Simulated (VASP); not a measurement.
**Cs2AgBiBr6: what each functional gives, and what it costs**

Aim: compute the gap of Cs2AgBiBr6 from the cheapest level upwards and hold each value against experiment. The levels: LDA, PBEsol, PBE, r2SCAN, TB-mBJ, BLYP, LAK, HSE06, PBE + SOC and TB-mBJ + SOC. The start is a cell from a database of measured crystal structures.

Program: VASP 6.6.1. Level of theory: LDA; plane waves and PAW (Cs_sv, Ag, Bi_d, Br), in the first sound run; inputs show where later runs differ. Results are calculated unless marked as measured.

**What experiment says.**

“Highly ordered lead-free double perovskite halides by design” (2020, arxiv:2006.15818) reports for Cs2AgBiBr6, cubic double perovskite, by UV-visible absorption, Tauc plot (hydrothermal single crystal grown in Ag excess, about 500 um thick, 300 K): band gap (indirect gap from Tauc plot of optical absorption, Ag:Bi = 1.20:1 in …) 2.1 eV [Tauc extrapolation of indirect absorption edge; crystal grown with Ag excess; measurement …].

## Step 1: Set-up

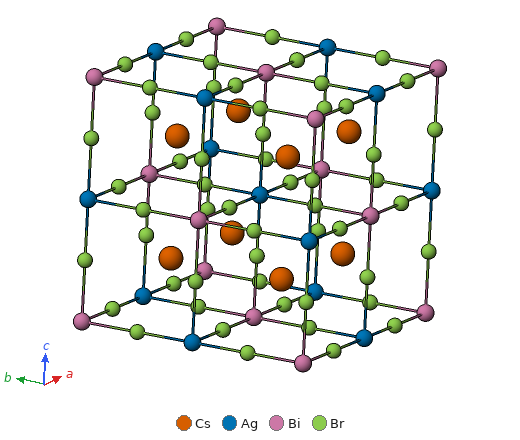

The starting structure, seen from a free direction (caesium orange, silver blue, bismuth pink, bromine green). This picture shows the conventional cell, with its axes. Some periodic images of atoms are drawn too.

Structure file:

```cif
data_structure
_symmetry_space_group_name_H-M 'Fm-3m'
_symmetry_Int_Tables_number 225
_cell_length_a 11.2322
_cell_length_b 11.2322
_cell_length_c 11.2322
_cell_angle_alpha 90.000
_cell_angle_beta 90.000
_cell_angle_gamma 90.000
_cell_volume 1417.08
loop_
_atom_site_label
_atom_site_type_symbol
_atom_site_symmetry_multiplicity
_atom_site_Wyckoff_symbol
_atom_site_fract_x
_atom_site_fract_y
_atom_site_fract_z
_atom_site_occupancy
Cs1 Cs 8 c 0.25000 0.75000 0.75000 1
Ag1 Ag 4 b 0.50000 0.00000 0.00000 1
Bi1 Bi 4 a 0.00000 0.00000 0.00000 1
Br1 Br 24 e 0.50000 0.75055 0.00000 1
```

## Step 2: Bands with LDA, k 2×2×2

Levels along the symmetry lines show where the bands peak and cross; KPOINTS_OPT computes them in the converged potential. LDA, the lowest rung, knows the local density alone.

INCAR reads:

```
SYSTEM = Cs2AgBiBr6
PREC = Accurate
ENCUT = 400
EDIFF = 1E-06
NELM = 100
ISMEAR = 0
SIGMA = 0.02
LREAL = .FALSE.
ALGO = Normal
GGA = CA
NBANDS = 67
LASPH = .TRUE.
LORBIT = 11
LWAVE = .FALSE.
LCHARG = .FALSE.
NCORE = 8
```

POSCAR reads:

```
Cs2AgBiBr6
1.0
    0.0000000000      5.6161000000      5.6161000000
    5.6161000000      0.0000000000      5.6161000000
    5.6161000000      5.6161000000      0.0000000000
Cs Ag Bi Br
2 1 1 6
Direct
    0.2500000000      0.2500000000      0.2500000000
    0.7500000000      0.7500000000      0.7500000000
    0.5000000000      0.5000000000      0.5000000000
    0.0000000000      0.0000000000      0.0000000000
    0.2505500000      0.7494500000      0.2505500000
    0.2505500000      0.7494500000      0.7494500000
    0.7494500000      0.2505500000      0.7494500000
    0.7494500000      0.2505500000      0.2505500000
    0.2505500000      0.2505500000      0.7494500000
    0.7494500000      0.7494500000      0.2505500000
```

KPOINTS reads:

```
Automatic mesh
0
Gamma
2 2 2
0 0 0
```

KPOINTS_OPT reads:

```
Line mode
12
Line-mode
Reciprocal
  0.00000000   0.00000000   0.00000000 GAMMA
  0.50000000   0.00000000   0.50000000 X

  0.50000000   0.00000000   0.50000000 X
  0.50000000   0.25000000   0.75000000 W

  0.50000000   0.25000000   0.75000000 W
  0.37500000   0.37500000   0.75000000 K

  0.37500000   0.37500000   0.75000000 K
  0.00000000   0.00000000   0.00000000 GAMMA

  0.00000000   0.00000000   0.00000000 GAMMA
  0.50000000   0.50000000   0.50000000 L

  0.50000000   0.50000000   0.50000000 L
  0.62500000   0.25000000   0.62500000 U

  0.62500000   0.25000000   0.62500000 U
  0.50000000   0.25000000   0.75000000 W

  0.50000000   0.25000000   0.75000000 W
  0.50000000   0.50000000   0.50000000 L

  0.50000000   0.50000000   0.50000000 L
  0.37500000   0.37500000   0.75000000 K

  0.62500000   0.25000000   0.62500000 U
  0.50000000   0.00000000   0.50000000 X
```

PAW data sets: Cs_sv, Ag, Bi_d and Br (PBE family, release 64).

Command:

```
$ mpirun -np 8 vasp_std
```

The log of the run:

```text
[banner, memory and clock lines left out]
running    8 mpi-ranks, on    1 nodes
 distrk:  each k-point on    8 cores,    1 groups
 distr:  one band on    8 cores,    1 groups

 POSCAR found type information on POSCAR CsAgBiBr
 POSCAR found :  4 types and      10 ions
|                                                                             |
|           W    W    AA    RRRRR   N    N  II  N    N   GGGG   !!!           |
|           W    W   A  A   R    R  NN   N  II  NN   N  G    G  !!!           |
|           W    W  A    A  R    R  N N  N  II  N N  N  G       !!!           |
|           W WW W  AAAAAA  RRRRR   N  N N  II  N  N N  G  GGG   !            |
|           WW  WW  A    A  R   R   N   NN  II  N   NN  G    G                |
|           W    W  A    A  R    R  N    N  II  N    N   GGGG   !!!           |
|                                                                             |
|     For optimal performance we recommend to set                             |
|       NCORE = 2 up to number-of-cores-per-socket                            |
|     NCORE specifies how many cores store one orbital (NPAR=cpu/NCORE).      |
|     This setting can greatly improve the performance of VASP for DFT.       |
|     The default, NCORE=1 might be grossly inefficient on modern             |
|     multi-core architectures or massively parallel machines. Do your        |
|     Unfortunately you need to use the default for GW and RPA                |
|     calculations (for HF NCORE is supported but not extensively tested      |
|     yet).                                                                   |
|                                                                             |

|                                                                             |
|               ----> ADVICE to this user running VASP <----                  |
|                                                                             |
|     You enforced a specific xc type in the INCAR file but a different       |
|     [... a line on the potential file left out ...]
|     I HOPE YOU KNOW WHAT YOU ARE DOING!                                     |
|                                                                             |

 LDA part: xc-table for (Slater(with rela. corr.)+CA(PZ))
 , standard interpolation
 POSCAR, INCAR and KPOINTS ok, starting setup
 FFT: planning ... GRIDC
 FFT: planning ... GRID_SOFT
 FFT: planning ... GRID
 WAVECAR not read
 entering main loop
       N       E                     dE             d eps       ncg     rms          rms(c)
DAV:   1     0.609104173542E+03    0.60910E+03   -0.31141E+04   402   0.918E+02
DAV:   2     0.334238570644E+02   -0.57568E+03   -0.54689E+03   483   0.233E+02
DAV:   3    -0.336019321576E+02   -0.67026E+02   -0.66358E+02   476   0.930E+01
DAV:   4    -0.355782751734E+02   -0.19763E+01   -0.19689E+01   492   0.190E+01
DAV:   5    -0.356310970906E+02   -0.52822E-01   -0.52796E-01   556   0.291E+00    0.859E+00
DAV:   6    -0.342838153536E+02    0.13473E+01   -0.21260E+00   505   0.779E+00    0.548E+00
DAV:   7    -0.341968131304E+02    0.87002E-01   -0.10089E+00   532   0.304E+00    0.234E+00
DAV:   8    -0.341860072697E+02    0.10806E-01   -0.79554E-02   484   0.112E+00    0.654E-01
DAV:   9    -0.341843463201E+02    0.16609E-02   -0.64484E-03   476   0.374E-01    0.133E-01
DAV:  10    -0.341844406323E+02   -0.94312E-04   -0.98948E-04   516   0.988E-02    0.668E-02
DAV:  11    -0.341844725911E+02   -0.31959E-04   -0.15489E-04   500   0.532E-02    0.138E-02
DAV:  12    -0.341844727964E+02   -0.20524E-06   -0.16975E-05   484   0.227E-02    0.603E-03
DAV:  13    -0.341844729423E+02   -0.14598E-06   -0.28095E-06   492   0.467E-03
   1 F= -.34184473E+02 E0= -.34184473E+02  d E =-.260301E-16
 Start KPOINTS_OPT (optional k-point list driver)
k-point batch [1-3\120]
       N       E                     dE             ncg
DAV:   1     0.415025680074E+02   -0.79126E+03      426
DAV:   2    -0.162404482481E+04   -0.16655E+04      466
DAV:   3    -0.181955976427E+04   -0.19551E+03      484
DAV:   4    -0.182504457817E+04   -0.54848E+01      441
DAV:   5    -0.182519552668E+04   -0.15095E+00      569
DAV:   6    -0.182519851371E+04   -0.29870E-02      460
DAV:   7    -0.182519871972E+04   -0.20600E-03      612
DAV:   8    -0.182519872151E+04   -0.17956E-05      420
DAV:   9    -0.182519872161E+04   -0.96700E-07      308
[...]
k-point batch [118-120\120]
       N       E                     dE             ncg
DAV:   1     0.218762280495E+02   -0.41471E+04      418
DAV:   2    -0.164920149422E+04   -0.16711E+04      480
DAV:   3    -0.183154754453E+04   -0.18235E+03      508
DAV:   4    -0.183633175480E+04   -0.47842E+01      500
DAV:   5    -0.183646305692E+04   -0.13130E+00      604
DAV:   6    -0.183646527859E+04   -0.22217E-02      524
DAV:   7    -0.183646539205E+04   -0.11346E-03      612
DAV:   8    -0.183646539390E+04   -0.18478E-05      476
DAV:   9    -0.183646539392E+04   -0.21996E-07      356
```

Wall time 2.5 min (8 MPI ranks of Intel Xeon 6975P-C (Granite Rapids), shared host); peak memory 1.4 GiB; 16 min of CPU time.

Lines that name or quote the potential files are left out of all logs, and their timing lines are given in words.

OUTCAR, selected parts (step 2):

```text
ion  position               nearest neighbor table
   1  0.250  0.250  0.250-
   2  0.750  0.750  0.750-
   3  0.500  0.500  0.500-   5 2.80   6 2.80   7 2.80   8 2.80   9 2.80  10 2.80
   4  0.000  0.000  0.000-   5 2.81   6 2.81   7 2.81   8 2.81   9 2.81  10 2.81
   5  0.251  0.749  0.251-   3 2.80   4 2.81
   6  0.251  0.749  0.749-   3 2.80   4 2.81
   7  0.749  0.251  0.749-   3 2.80   4 2.81
   8  0.749  0.251  0.251-   3 2.80   4 2.81
   9  0.251  0.251  0.749-   3 2.80   4 2.81
  10  0.749  0.749  0.251-   3 2.80   4 2.81

  LATTYP: Found a face centered cubic cell.
 ALAT       =    11.2322000000

 Subroutine GETGRP returns: Found 48 space group operations
 (whereof 48 operations were pure point group operations)

The static configuration has the point symmetry O_h .

 Found      3 irreducible k-points:

   k-points           NKPTS =      3   k-points in BZ     NKDIM =      3   number of bands    NBANDS=     67

   dimension x,y,z NGX =    54 NGY =   54 NGZ =   54
   dimension x,y,z NGXF=   108 NGYF=  108 NGZF=  108

   ENCUT  =  400.0 eV  29.40 Ry    5.42 a.u.  12.95 12.95 12.95*2*pi/ulx,y,z

   NELECT =      86.0000    total number of electrons

 k-points in reciprocal lattice and weights: Automatic mesh
   0.00000000  0.00000000  0.00000000       0.125
   0.50000000  0.00000000  0.00000000       0.500
   0.50000000  0.50000000  0.00000000       0.375

 average (electrostatic) potential at core
       1 -48.9748       2 -48.9748       3 -76.1567       4-109.8416       5 -63.6524
       6 -63.6524       7 -63.6524       8 -63.6524       9 -63.6524      10 -63.6524

 E-fermi :   1.2658

 k-point     1 :       0.0000    0.0000    0.0000
  band No.  band energies     occupation
    ...
     39      -0.0364      2.00000
     40      -0.0364      2.00000
     41      -0.0364      2.00000
     42       0.4693      2.00000
     43       0.4693      2.00000
     44       3.2786      0.00000
     45       3.2786      0.00000
     46       3.2786      0.00000
     47       4.4122      0.00000
     48       5.3812      0.00000
    ...

 k-point     2 :       0.5000    0.0000    0.0000
  band No.  band energies     occupation
    ...
     39      -0.3520      2.00000
     40      -0.3520      2.00000
     41      -0.2642      2.00000
     42      -0.1099      2.00000
     43      -0.1099      2.00000
     44       2.2146      0.00000
     45       4.7519      0.00000
     46       4.7519      0.00000
     47       5.7735      0.00000
     48       5.9311      0.00000
    ...

 k-point     3 :       0.5000    0.5000    0.0000
  band No.  band energies     occupation
    ...
     39      -0.4077      2.00000
     40      -0.4077      2.00000
     41      -0.0565      2.00000
     42       0.4628      2.00000
     43       1.1514      2.00000
     44       3.8167      0.00000
     45       3.8167      0.00000
     46       4.2024      0.00000
     47       5.3102      0.00000
     48       6.1206      0.00000
    ...

  Total       -2.5127202     -2.5127202     -2.5127202     -0.0000000     -0.0000000      0.0000000
  in kB      -11.3637121    -11.3637121    -11.3637121     -0.0000000     -0.0000000      0.0000000
  external PRESSURE =     -11.3637121 kB  Pullay stress =       0.0000000 kB

  energy-cutoff  :      400.00
  volume of cell :      354.27
      direct lattice vectors                 reciprocal lattice vectors
     0.000000000  5.616100000  5.616100000    -0.089029754  0.089029754  0.089029754
     5.616100000  0.000000000  5.616100000     0.089029754 -0.089029754  0.089029754
     5.616100000  5.616100000  0.000000000     0.089029754  0.089029754 -0.089029754

 POSITION                                       TOTAL-FORCE (eV/Angst)
 -----------------------------------------------------------------------------------
      2.80805      2.80805      2.80805        -0.000000     -0.000000     -0.000000
      8.42415      8.42415      8.42415         0.000000      0.000000      0.000000
      5.61610      5.61610      5.61610         0.000000     -0.000000     -0.000000
      0.00000      0.00000      0.00000         0.000000     -0.000000     -0.000000
      5.61610      2.81423      5.61610         0.000000      0.284386      0.000000
      8.41797      5.61610      5.61610        -0.284386     -0.000000      0.000000
      5.61610      8.41797      5.61610         0.000000     -0.284386      0.000000
      2.81423      5.61610      5.61610         0.284386     -0.000000      0.000000
      5.61610      5.61610      2.81423         0.000000     -0.000000      0.284386
      5.61610      5.61610      8.41797         0.000000     -0.000000     -0.284386
 -----------------------------------------------------------------------------------
    total drift:                                0.000000      0.000000      0.000000

  FREE ENERGIE OF THE ION-ELECTRON SYSTEM (eV)
  ---------------------------------------------------
  free  energy   TOTEN  =       -34.1844729423 eV

  energy  without entropy=      -34.1844729423  energy(sigma->0) =      -34.18447294

 total charge
# of ion       s       p       d       tot
------------------------------------------
    1        1.887   4.664   0.018   6.569
    2        1.887   4.664   0.018   6.569
    3        0.232   0.179   9.322   9.733
    4        1.650   0.954   9.998  12.602
    5        1.604   3.210   0.013   4.826
    6        1.604   3.210   0.013   4.826
    7        1.604   3.210   0.013   4.826
    8        1.604   3.210   0.013   4.826
    9        1.604   3.210   0.013   4.826
   10        1.604   3.210   0.013   4.826
--------------------------------------------------
tot         15.278  29.721  19.431  64.431
```

Spin-orbit coupling is off here; with elements this heavy it splits and shifts levels by tenths of an eV or more. The PAW data sets were made with PBE, though LDA sets exist; this is a small mismatch.

Numbers from this step:

```yaml
scf_cycles: 13
electrons: 86
bands: 67
irreducible_k_points: 3
symmetry_operations: 48
free_energy_toten: -34.18 eV
fermi_energy: 1.266 eV
pressure: -1.136 GPa
metallic: no
least_gap_on_mesh_and_path: 1.063 eV
least_direct_gap_on_mesh_and_path: 2.171 eV
valence_top_at_k: 0.5, 0, 0.5
conduction_bottom_at_k: 0.5, 0, 0
least_direct_gap_at_k: 0.5, 0.4091, 0.5909
```

Electronic bands along the path, in eV, zero at the valence-band top; v1 is the highest filled band, c1 the lowest empty one:

| point | v4 | v3 | v2 | v1 | c1 | c2 | c3 | c4 |
| --- | --- | --- | --- | --- | --- | --- | --- | --- |
| Γ | -1.19 | -1.19 | -0.68 | -0.68 | 2.13 | 2.13 | 2.13 | 3.26 |
| X | -1.56 | -1.21 | -0.69 | 0.00 | 2.67 | 2.67 | 3.05 | 4.16 |
| W | -1.45 | -1.45 | -1.30 | -0.10 | 2.48 | 2.88 | 2.88 | 5.12 |
| K | -1.53 | -1.38 | -1.03 | -0.22 | 2.16 | 2.96 | 3.19 | 4.91 |
| Γ | -1.19 | -1.19 | -0.68 | -0.68 | 2.13 | 2.13 | 2.13 | 3.26 |
| L | -1.50 | -1.42 | -1.26 | -1.26 | 1.06 | 3.60 | 3.60 | 4.62 |
| U | -1.53 | -1.38 | -1.03 | -0.22 | 2.16 | 2.96 | 3.19 | 4.91 |
| W | -1.45 | -1.45 | -1.30 | -0.10 | 2.48 | 2.88 | 2.88 | 5.12 |
| L | -1.50 | -1.42 | -1.26 | -1.26 | 1.06 | 3.60 | 3.60 | 4.62 |
| K | -1.53 | -1.38 | -1.03 | -0.22 | 2.16 | 2.96 | 3.19 | 4.91 |
| jump to U | -1.53 | -1.38 | -1.03 | -0.22 | 2.16 | 2.96 | 3.19 | 4.91 |
| X | -1.56 | -1.21 | -0.69 | 0.00 | 2.67 | 2.67 | 3.05 | 4.16 |

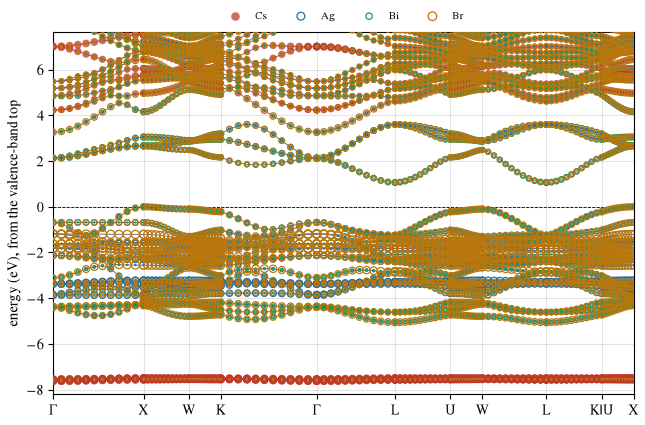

Electronic bands along the path; dots are coloured as in the legend, and their area grows with the weight.

Force by atom:

| atom | x (eV/Å) | y (eV/Å) | z (eV/Å) | size |
| --- | --- | --- | --- | --- |
| Cs1 | 0.000 | 0.000 | 0.000 | 0.000 |
| Cs2 | 0.000 | 0.000 | 0.000 | 0.000 |
| Ag3 | 0.000 | 0.000 | 0.000 | 0.000 |
| Bi4 | 0.000 | 0.000 | 0.000 | 0.000 |
| Br5 | 0.000 | 0.284 | 0.000 | 0.284 |
| Br6 | -0.284 | 0.000 | 0.000 | 0.284 |
| Br7 | 0.000 | -0.284 | 0.000 | 0.284 |
| Br8 | 0.284 | 0.000 | 0.000 | 0.284 |
| Br9 | 0.000 | 0.000 | 0.284 | 0.284 |
| Br10 | 0.000 | 0.000 | -0.284 | 0.284 |

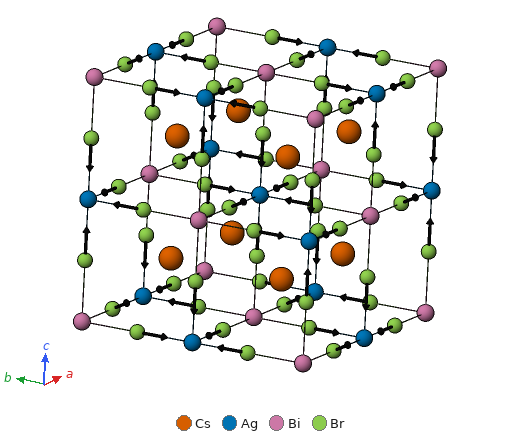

Force as arrows, the longest 0.284 eV/Å. Some periodic images of atoms are drawn too.

The gap is 1.06 eV, indirect, from X to L.

(Continued in part 2 of 5.)

[Lines on the potential files, build, host, timing and source positions are cut from VASP's logs without a mark.]

[Logs are printed without paths, hosts, clocks, repeated set-up lines and the standing remarks that a program may print on its own settings, such as how far it seeks lower states.]

[Hosts, paths, dates, database ids (printed as entryN), source tags and the programs' standing remarks are cut or masked in the printed files.]

[A measured line is paired with the nearest computed mode of its activity, which favours agreement.]
